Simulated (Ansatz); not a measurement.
The compound is Si₂Ni (space group Fm-3m, No. 225), taken as the input geometry of an electronic-structure calculation (not necessarily at equilibrium).

Space group Fm-3m (No. 225). a = 5.406 Å, b = 5.406 Å, c = 5.406 Å, α = 90.00°, β = 90.00°, γ = 90.00°

| atom | site | symmetry | x | y | z |
| --- | --- | --- | --- | --- | --- |
| Si | 8c | -43m | 0.2500 | 0.7500 | 0.7500 |
| Ni | 4a | m-3m | 0.0000 | 0.0000 | 0.0000 |

Describe the stacking along [111], with columns A (0, 0), B (1/3, 2/3), C (2/3, 1/3) of the hexagonal mesh spanned by (a − b)/2 and (b − c)/2.

Ni(A) – Si(B) – Si(A) – Ni(B) – Si(C) – Si(B) – Ni(C) – Si(A) – Si(C) (nine layers in 9.36 Å).

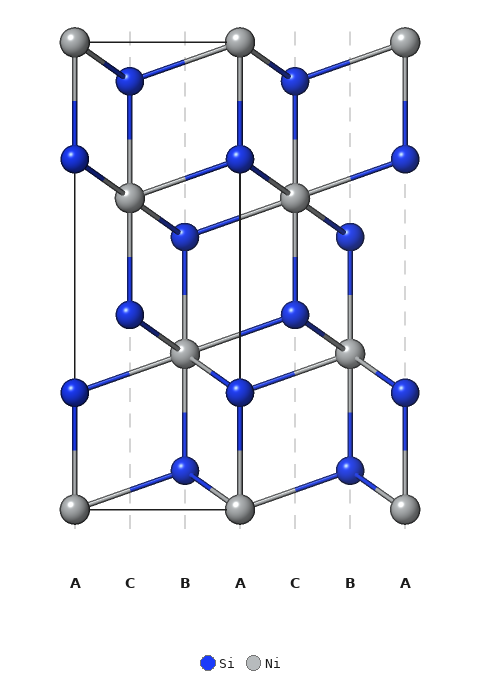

The picture looks along a close-packed row of the hexagonal mesh; [111] points upwards. The dashed lines mark the three columns A (0, 0), B (1/3, 2/3) and C (2/3, 1/3). The box is the hexagonal cell of the face-centred cubic lattice. The sequence starts with the first layer at or above the cell's origin.
